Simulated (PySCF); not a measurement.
## Electronic structure of CH₄O₅Si in real space

| atom | x (Å) | y (Å) | z (Å) |
| --- | --- | --- | --- |
| O | 1.4802 | -1.3205 | -1.2230 |
| C | 1.7936 | -0.3454 | -0.6016 |
| O | 0.9944 | 0.4315 | 0.0767 |
| Si | -0.6687 | 0.1731 | 0.2850 |
| O | -0.8761 | -0.6539 | 1.6513 |
| O | -1.3193 | 1.6373 | 0.4492 |
| O | -1.2653 | -0.6192 | -0.9798 |
| H | 2.8354 | 0.0184 | -0.5426 |
| H | -0.8528 | -0.2105 | 2.4953 |
| H | -1.3774 | 2.2291 | -0.2963 |
| H | -0.7387 | -1.3372 | -1.3402 |

Geometry: GFN2-xTB.

Level of theory: PBE0/pcSseg-1, SCF density, gas phase, non-relativistic (PySCF 2.14.0).

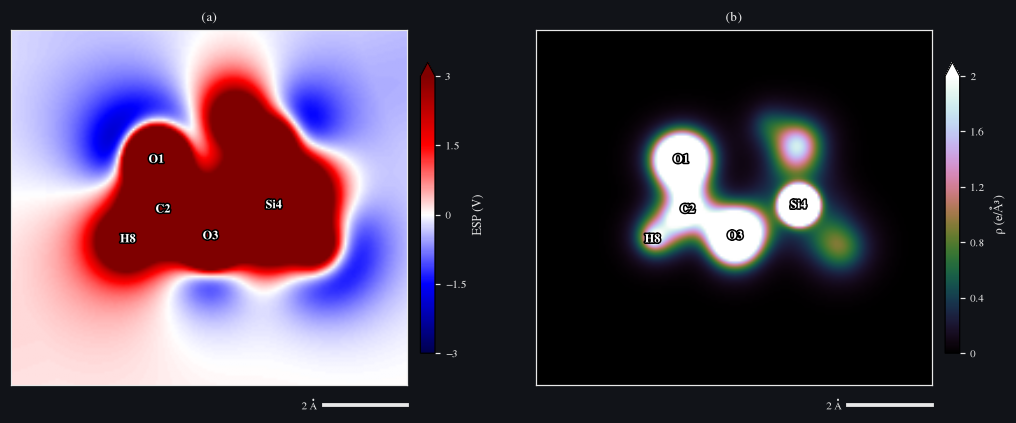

Figure 1. (a) electrostatic potential; (b) electron density on the plane of atoms O1, C2 and H8.

### What do the fields say about this system?

- The section cuts through O, C, Si and H sites.
- C–O (1.20 Å): ρ is about 3.4 e/Å³ halfway.
- C–O (1.30 Å): ρ is about 2.6 e/Å³ halfway.
- Si–O (1.70 Å): ρ is about 1 e/Å³ halfway.
- C–H (1.11 Å): ρ is about 2.1 e/Å³ halfway.
- Outside the dense part of the molecule the potential is most negative (−1.8 V) near O1.

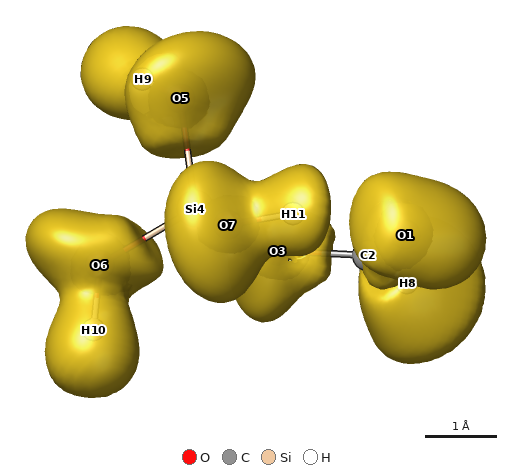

Figure 2. Isosurface of the electron localisation function at 0.75 (yellow), seen at an oblique angle. Core shells and regions of very low density are left out.

### What do the ELF domains correspond to?

At this value the surface marks out one region around a hydrogen nucleus, two regions on O in which the atom's valence shell and bonds are merged and three joined regions spread over several atoms (H, O), in which their bonds and any lone pairs are merged.


C–O (1.20 Å): the ELF peaks at about 0.85 between the atoms (a short, multiple covalent bond). Si–O (1.61 Å): the ELF peaks at about 0.85 between the atoms, as expected for a polar covalent bond.

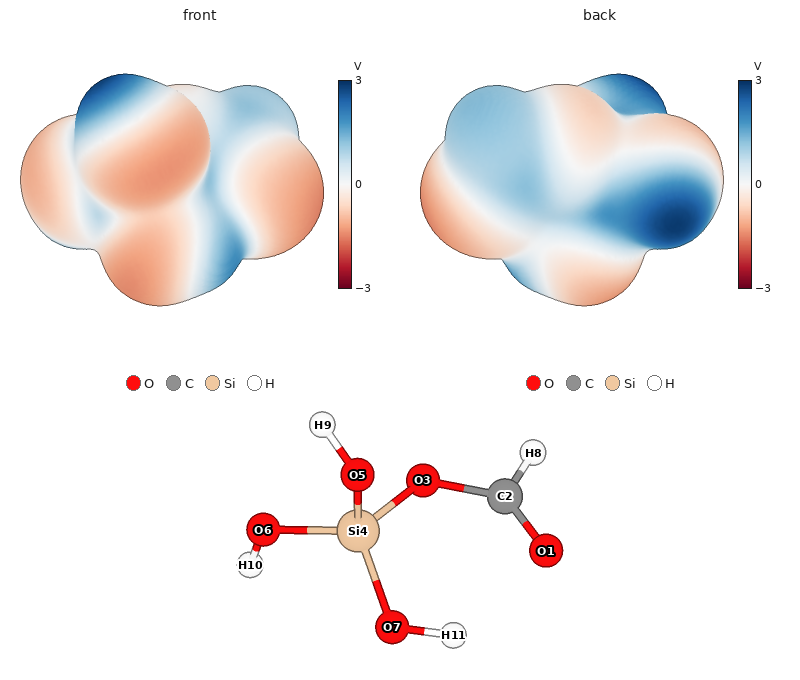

Figure 3. The electrostatic potential painted on the density surface at 0.002 e/bohr³, seen from the front and from behind; the colour scale runs from red (negative) to blue (positive). The bare structure is drawn below in the same view.

### Which sites attract a positive test charge, and which a negative one?

A positive charge is drawn to the negative regions and a negative charge to the positive ones. The most negative region (about −1.4 V, or −32 kcal/mol for a unit charge) lies over O1, the most positive (about +2.8 V, or +65 kcal/mol for a unit charge) over H9 and H10. O1 is the likeliest acceptor of a hydrogen bond.
